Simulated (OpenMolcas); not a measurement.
# One shape, several levels: CH5FOSn (SMILES FC[O][SnH3])

Aim: a comparison of 6 runs (B3LYP/def2-SVP, BHLYP/def2-SVP, BLYP/def2-SVP, PBE/def2-SVP, SVWN5/def2-SVP, MP2/def2-SVP) of CH5FOSn. 

The results are computed with OpenMolcas 26.06.

**1. Starting point**

CH5FOSn has 9 atoms, charge 0, and is taken as a singlet. As SMILES, `FC[O][SnH3]`. The Sn4–H9 distance was set to 3.737 Å, away from the relaxed value. At this shape a bond of the SMILES string is far longer than usual.

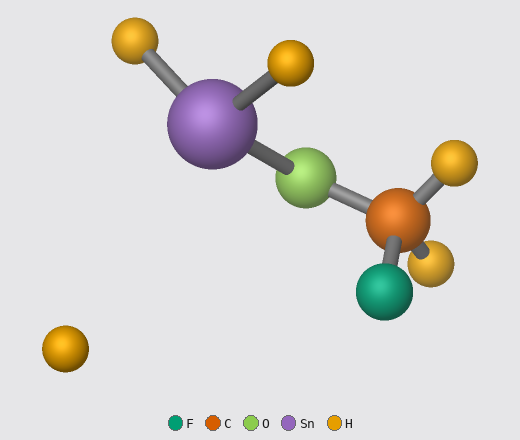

Viewed from a chosen angle; fluorine teal, carbon orange, oxygen green, tin purple, hydrogen amber.

**2. The energy at B3LYP/def2-SVP (core potential) (run 1)**

Contents of mol.input:

```
&gateway
 baslib=$CurrDir
 coord
 9
 bohr
 F     -2.74734431     0.90081544     2.58727695
 C     -4.06013705    -1.34436817     3.05271649
 O     -3.01039419    -3.28984122     1.76241150
 Sn     0.72238183    -3.73978501     1.92360513
 H     -3.99834301    -1.59400099     5.11535256
 H     -6.00201962    -1.04484658     2.40283968
 H      1.57427036    -3.15170224     4.97456796
 H      1.04080068    -6.82306215     1.08154317
 H      3.69157998     0.68615956    -2.71062315
 basis=def2-SVP
 group=NoSym

&seward
 gridinput
 Grid=UltraFine
 End of Grid

&scf
 ksdft=B3LYP
 thresholds=1e-10 1e-07 1e-07 1e-05
 prorbitals=1
```

The basis set def2-SVP is read from a file made from the Basis Set Exchange's data (not shown).

On the command line:

```sh
export MOLCAS_MEM=1860
pymolcas mol.input > mol.log
```

Standard output:

```text
--- Start Module: gateway ---
[...]
--- Stop Module: gateway /rc=_RC_ALL_IS_WELL_ ---
--- Start Module: seward ---
[...]
      Basis functions           93
--- Stop Module: seward /rc=_RC_ALL_IS_WELL_ ---
[...]
--- Start Module: scf ---
[...]
       Convergence after  40 Iterations
[...]
::    Total KS-DFT energy                            -430.2104316196
[...]
      Total spin, S                                     0.0000000000
[...]
      Total electronic charge=   50.000000
      Total            charge=   -0.000000
[...]
      Dipole Moment (debye):
      Origin of the operator (angstrom)=   -0.2037   -1.5760    1.0944
                   X= -4.4507E-01               Y= -2.4556E+00               Z=  2.5148E+00           Total=  3.5429E+00
      Quadrupole Moment (debye*angstrom):
[...]
--- Stop Module: scf /rc=_RC_ALL_IS_WELL_ ---
[...]
```

Wall time 46 s (1 thread of Intel Xeon 6975P-C (Granite Rapids), shared host); peak memory 0.51 GiB.

**3. A single-point energy at BHLYP/def2-SVP (core potential) (run 2)**

Contents of input.xyz:

```xyz
9

F     -1.453832     0.476691     1.369128
C     -2.148532    -0.711409     1.615428
O     -1.593032    -1.740909     0.932628
Sn     0.382268    -1.979009     1.017928
H     -2.115832    -0.843509     2.706928
H     -3.176132    -0.552909     1.271528
H      0.833068    -1.667809     2.632428
H      0.550768    -3.610609     0.572328
H      1.953500     0.363100    -1.434400
```

Contents of mol.inp:

```
>>> EXPORT MOLCAS_PRINT=2
&GATEWAY
BasLib=$CurrDir
Coord=input.xyz
Basis=def2-SVP
Group=NoSym
&SEWARD
GridInput
Grid=UltraFine
End of Grid
&SCF
KSDFT=HYB_GGA_XC_BHANDHLYP
Thresholds=1e-10 1e-07 1e-07 1e-05
PrOrbitals=1 1
```

The basis set def2-SVP is read from a file made from the Basis Set Exchange's data (not shown).

On the command line:

```sh
export MOLCAS_MEM=1860
pymolcas mol.inp > mol.log
```

Standard output:

```text
--- Start Module: gateway ---
[...]
--- Stop Module: gateway /rc=_RC_ALL_IS_WELL_ ---
--- Start Module: seward ---
[...]
      Basis functions           93
--- Stop Module: seward /rc=_RC_ALL_IS_WELL_ ---
[...]
--- Start Module: scf ---
[...]
       Convergence after  19 Iterations
[...]
::    Total KS-DFT energy                            -429.9390555335
[...]
      Total spin, S                                     0.0000000000
[...]
      Total electronic charge=   50.000000
      Total            charge=   -0.000000
[...]
      Dipole Moment (debye):
      Origin of the operator (angstrom)=   -0.2037   -1.5760    1.0944
                   X= -3.7367E-01               Y= -2.7216E+00               Z=  2.7449E+00           Total=  3.8834E+00
      Quadrupole Moment (debye*angstrom):
[...]
--- Stop Module: scf /rc=_RC_ALL_IS_WELL_ ---
[...]
```

Wall time 22 s (1 thread of Intel Xeon 6975P-C (Granite Rapids), shared host); peak memory 0.51 GiB.

Runs 3 to 4 aren't shown in full; the table further down has their settings and results.

**4. The energy at SVWN5/def2-SVP (core potential) (run 5)**

Contents of calc.inp:

```
>>> EXPORT MOLCAS_PRINT=2

&gateway
  baslib = $CurrDir
  basisset
  F.def2-SVP....
  F1 -1.453832 0.476691 1.369128 angstrom
  End of Basis
  basisset
  C.def2-SVP....
  C2 -2.148532 -0.711409 1.615428 angstrom
  End of Basis
  basisset
  O.def2-SVP....
  O3 -1.593032 -1.740909 0.932628 angstrom
  End of Basis
  basisset
  Sn.def2-SVP....
  Sn4 0.382268 -1.979009 1.017928 angstrom
  End of Basis
  basisset
  H.def2-SVP....
  H5 -2.115832 -0.843509 2.706928 angstrom
  H6 -3.176132 -0.552909 1.271528 angstrom
  H7 0.833068 -1.667809 2.632428 angstrom
  H8 0.550768 -3.610609 0.572328 angstrom
  H9 1.953500 0.363100 -1.434400 angstrom
  End of Basis

&seward
  gridinput
  Grid=UltraFine
  End of Grid

&scf
  ksdft = SVWN5
  thresholds = 1e-10 1e-07 1e-07 1e-05
  prorbitals = 0
```

The basis set def2-SVP is read from a file made from the Basis Set Exchange's data (not shown).

On the command line:

```sh
export MOLCAS_MEM=1860
pymolcas calc.inp > calc.log
```

Standard output:

```text
--- Start Module: gateway ---
[...]
--- Stop Module: gateway /rc=_RC_ALL_IS_WELL_ ---
--- Start Module: seward ---
[...]
      Basis functions           93
--- Stop Module: seward /rc=_RC_ALL_IS_WELL_ ---
[...]
--- Start Module: scf ---
[...]
       Convergence after 172 Iterations
[...]
::    Total KS-DFT energy                            -428.2521305293
[...]
      Total spin, S                                     0.0000000000
[...]
      Total electronic charge=   50.000000
      Total            charge=   -0.000000
[...]
      Dipole Moment (debye):
      Origin of the operator (angstrom)=   -0.2037   -1.5760    1.0944
                   X= -3.3785E-01               Y= -2.0631E+00               Z=  2.1691E+00           Total=  3.0126E+00
      Quadrupole Moment (debye*angstrom):
[...]
--- Stop Module: scf /rc=_RC_ALL_IS_WELL_ ---
[...]
```

Wall time 1.8 min (1 thread of Intel Xeon 6975P-C (Granite Rapids), shared host); peak memory 0.51 GiB.

**5. A single-point energy at MP2/def2-SVP (core potential) (run 6)**

Contents of job.input:

```
* CH5FOSn MP2

&GATEWAY
 BASLIB = $CurrDir
 COORD
 9
 bohr
 F     -2.74734431     0.90081544     2.58727695
 C     -4.06013705    -1.34436817     3.05271649
 O     -3.01039419    -3.28984122     1.76241150
 Sn     0.72238183    -3.73978501     1.92360513
 H     -3.99834301    -1.59400099     5.11535256
 H     -6.00201962    -1.04484658     2.40283968
 H      1.57427036    -3.15170224     4.97456796
 H      1.04080068    -6.82306215     1.08154317
 H      3.69157998     0.68615956    -2.71062315
 BASIS = def2-SVP
 GROUP = NoSym

&SEWARD

&SCF
 THRESHOLDS = 1e-10 1e-07 1e-07 1e-05
 PRORBITALS = 1 1

&MBPT2
 FROZEN = 7
```

The basis set def2-SVP is read from a file made from the Basis Set Exchange's data (not shown).

On the command line:

```sh
export MOLCAS_MEM=1860
pymolcas job.input > job.log
```

Standard output:

```text
--- Start Module: gateway ---
[...]
--- Stop Module: gateway /rc=_RC_ALL_IS_WELL_ ---
[...]
      Basis functions           93
[...]
--- Start Module: scf ---
[...]
       Convergence after  16 Iterations
[...]
::    Total SCF energy                               -428.0407302595
[...]
      Total spin, S                                     0.0000000000
[...]
      Total electronic charge=   50.000000
      Total            charge=   -0.000000
[...]
      Dipole Moment (debye):
      Origin of the operator (angstrom)=   -0.2037   -1.5760    1.0944
                   X= -6.6229E-01               Y= -3.3543E+00               Z=  3.4322E+00           Total=  4.8446E+00
      Quadrupole Moment (debye*angstrom):
[...]
--- Stop Module: scf /rc=_RC_ALL_IS_WELL_ ---
[...]
--- Start Module: mbpt2 ---
[...]
WARNING!
Default frozen orbitals as non valence orbitals is overwritten by user input.
Default values:   3
[...]
       Reference weight ( Cref**2 )         =        0.79180
::    Total MBPT2 energy                             -428.6973901410
[...]
      Total MBPT2 calculations                           0.28      0.31
--- Stop Module: mbpt2 /rc=_RC_ALL_IS_WELL_ ---
[...]
```

Run time: 6.6 s. Hardware: 1 thread of Intel Xeon 6975P-C (Granite Rapids), shared host; peak memory 0.51 GiB.

**6. All runs side by side**

| run | level | integration grid | frozen core orbitals | energy (Eh) | dipole moment (D) of the reference | HOMO energy (eV) | LUMO energy (eV) | wall time |
| --- | --- | --- | --- | --- | --- | --- | --- | --- |
| 1 | B3LYP/def2-SVP (core potential) | UltraFine | – | -430.210432 | 3.54 | -6.20 | -4.44 | 46 s |
| 2 | BHLYP/def2-SVP (core potential) | UltraFine | – | -429.939056 | 3.88 | -6.92 | -3.68 | 22 s |
| 3 | BLYP/def2-SVP (core potential) | UltraFine | – | -430.045418 | 3.35 | -5.44 | -4.63 | 47 s |
| 4 | PBE/def2-SVP (core potential) | UltraFine | – | -429.909788 | 3.30 | -5.55 | -4.71 | 38 s |
| 5 | SVWN5/def2-SVP (core potential) | UltraFine | – | -428.252131 | 3.01 | -5.64 | -4.80 | 1.8 min |
| 6 | MP2/def2-SVP (core potential) | – | 7 | -428.697390 | 4.84 | -7.67 | -1.79 | 6.6 s |

**7. Summary of results**

| quantity | value |
| --- | --- |
| run 6: total energy | -428.69739 Eh |
| run 6: dipole moment (mean-field density) | 4.84 D |
| run 6: HOMO energy (Hartree–Fock orbitals) | -7.67 eV |
| run 6: LUMO energy (Hartree–Fock orbitals) | -1.79 eV |
| run 6: HOMO–LUMO gap (Hartree–Fock orbitals) | 5.88 eV |
| run 6: correlation energy (7 core orbitals frozen) | -656.7 mEh |

**Reading.** Over runs 1, 2, 3, 4, 5 the dipole moment (its size) runs from 3.01 D (SVWN5/def2-SVP) to 3.88 D (BHLYP/def2-SVP). Over runs 1, 2, 3, 4, 5 the HOMO–LUMO gap runs from 0.81 eV (BLYP/def2-SVP) to 3.24 eV (BHLYP/def2-SVP). Totals of different functionals can't be ranked against each other. In runs 1, 2, 3, 4, 5, 6 a closed-shell determinant meets a far-stretched bond, which it describes badly. All runs together took 4.5 min, the longest 1.8 min.
